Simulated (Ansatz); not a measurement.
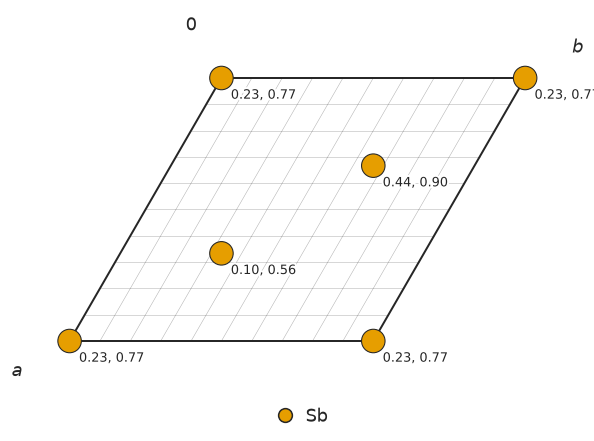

Plan of a unit cell projected along c (a down the page, b across); the numbers are heights as fractions of c, and atoms on the cell's edges are repeated. The grid marks tenths of a and b. Source: the end point of a relaxation at fixed volume with DFT r2SCAN, scalar-relativistic, plane waves, PAW in Ansatz. Symmetry computed with spglib at a tolerance of 0.002 Å; standard conventional cell.

a = 4.344 Å, b = 4.344 Å, c = 11.726 Å, α = 90.00°, β = 90.00°, γ = 120.00°.

> What does the cell contain?

6 Sb: Sb, Z = 6.

> Which space group?

R-3m (No. 166, hexagonal axes), rhombohedral (trigonal, hexagonal axes).

> Give the fractional coordinates of all atoms, to two places.

| atom | x | y | z |
| --- | --- | --- | --- |
| Sb | 0.33 | 0.67 | 0.90 |
| Sb | 0.00 | 0.00 | 0.77 |
| Sb | 0.00 | 0.00 | 0.23 |
| Sb | 0.67 | 0.33 | 0.10 |
| Sb | 0.67 | 0.33 | 0.56 |
| Sb | 0.33 | 0.67 | 0.44 |
